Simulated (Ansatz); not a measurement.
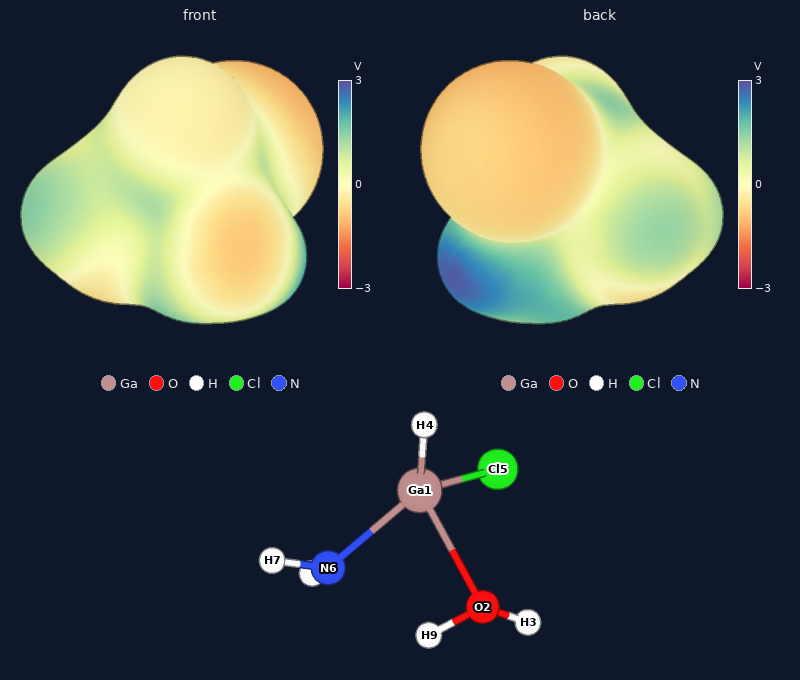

Figure 1: ClGaH5NO. The electrostatic potential painted on the density surface at 0.002 e/bohr³, seen from the front and from behind; the colour scale runs from red (negative) to blue (positive). The bare structure is drawn below in the same view.

Level of theory: Ansatz, RKS B3LYP-D4/def2-SVP.

```yaml
atoms:
  - { symbol: Ga, position_ang: [0.1625, 0.4795, -0.0063] }
  - { symbol: O, position_ang: [-0.1389, -0.0741, 2.0385] }
  - { symbol: H, position_ang: [-1.0452, -0.3992, 2.1634] }
  - { symbol: H, position_ang: [1.4027, -0.2971, -0.5302] }
  - { symbol: Cl, position_ang: [-1.8535, -0.0463, -0.7177] }
  - { symbol: N, position_ang: [0.1588, 2.2157, 0.7310] }
  - { symbol: H, position_ang: [1.0141, 2.7652, 0.6577] }
  - { symbol: H, position_ang: [-0.6159, 2.8080, 0.4325] }
  - { symbol: H, position_ang: [-0.1658, 0.9068, 2.1913] }
```

### Where is the surface potential most negative and most positive?

The most negative region (about −1.1 V, or −25 kcal/mol for a unit charge) lies over Cl5, the most positive (about +2.8 V, or +65 kcal/mol for a unit charge) over H3.
